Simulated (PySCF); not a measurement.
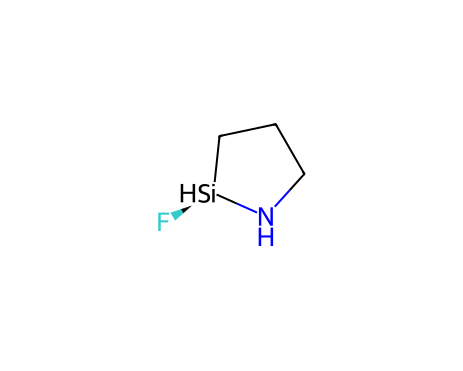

2D structure.

Give its SMILES.

F[Si@H]1CCCN1

Give the formula, hydrogens included.

C3H8FNSi.

An optimisation with PBE0-D3(BJ)/def2-SVP gave a structure of which point group?

C1.

More results for the same structure follow; atom numbers are the same in all pictures, views and colours differ. The computed structure is the end point of a PBE0-D3(BJ)/def2-SVP optimisation. No frequency run is at hand to confirm it as a minimum.

Bond orders

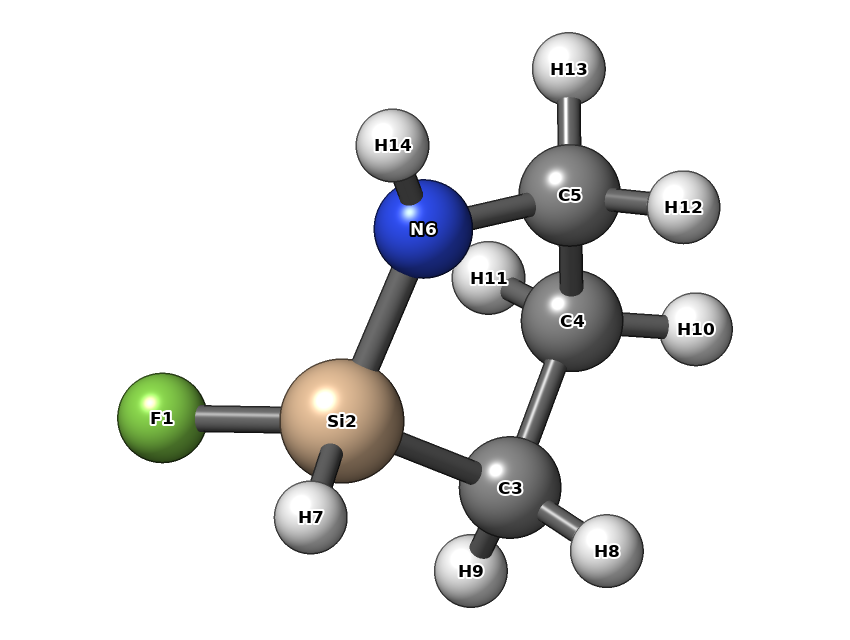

The thickness of each stick grows with its Mayer bond order. No frequency run is at hand to confirm it as a minimum. Level of theory: PBE0/cc-pVTZ (PySCF 2.14.0).

Which bond has the highest Mayer bond order?

Si2–N6, 1.26, at a length of 1.713 Å.

List the Mayer bond orders of F1–Si2, Si2–C3, Si2–N6, Si2–H7, C3–C4, C3–H8, C3–H9, C4–C5, C4–H10, C4–H11, C5–N6, C5–H12, C5–H13, N6–H14.

```tsv
bond	Mayer order	length (Å)
F1–Si2	1.14	1.634
Si2–C3	0.99	1.872
Si2–N6	1.26	1.713
Si2–H7	0.94	1.487
C3–C4	0.95	1.538
C3–H8	0.95	1.104
C3–H9	0.96	1.100
C4–C5	0.96	1.533
C4–H10	0.97	1.102
C4–H11	0.97	1.103
C5–N6	1.00	1.454
C5–H12	0.96	1.109
C5–H13	0.96	1.104
N6–H14	0.99	1.011
```

Ring current

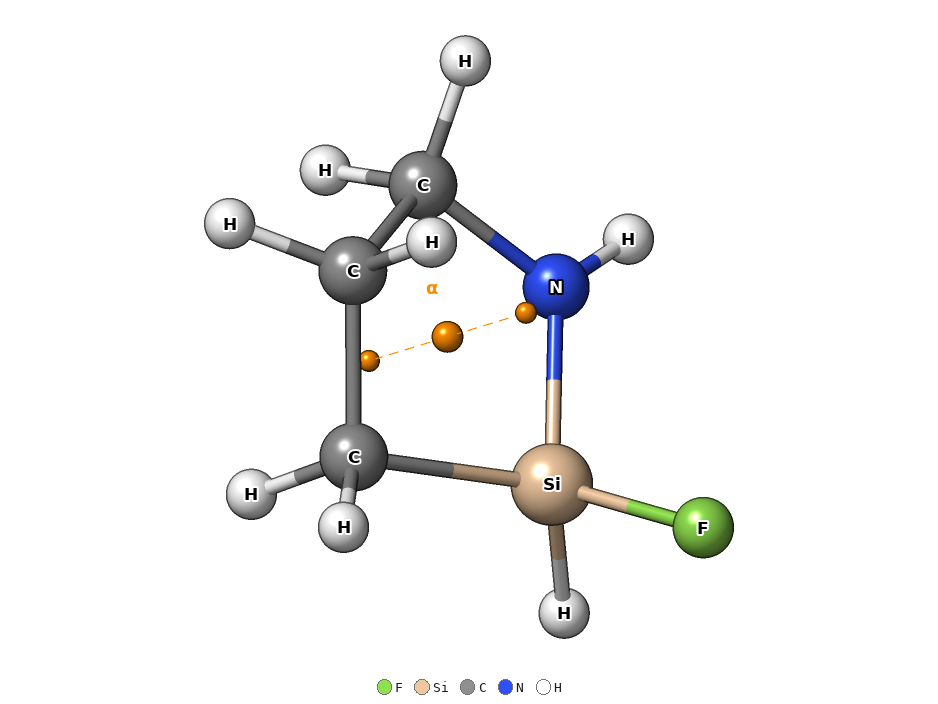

The small points mark where nucleus-independent chemical shifts (NICS) were computed: at the centre of each lettered ring and 1 Å above and below it. No frequency run is at hand to confirm it as a minimum. Level of theory: GIAO PBE0/def2-SVP NMR shielding, non-relativistic, gas phase (PySCF 2.14.0).

Give NICS(0), NICS(1) and the out-of-plane component NICS(1)zz for each ring (means of the two sides).

```csv
ring,members,NICS(0),NICS(1),NICS(1)zz
α,C3NSi,−6.3,−3.3,−2.8
```

Values in ppm.

What do the values say about the ring currents?

Ring α: weak, as in a non-aromatic ring. NICS is one index among several.

NMR shielding

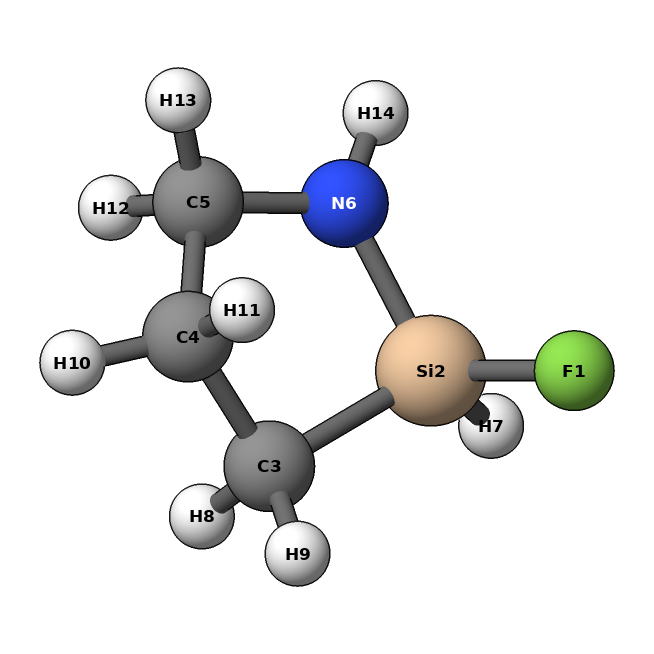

No frequency run is at hand to confirm it as a minimum. Method: GIAO PBE0/cc-pVDZ NMR shielding, non-relativistic, gas phase (PySCF 2.14.0). Principal shieldings σ11 ≤ σ22 ≤ σ33, span Ω = σ33 − σ11, skew κ = 3(σiso − σ22)/Ω.

Give the shielding tensors of the N atoms.

```tsv
atom	σ11	σ22	σ33	σiso	Ω	κ
N6	189.6	216.1	253.5	219.7	63.9	0.17
```

Shieldings and span in ppm.
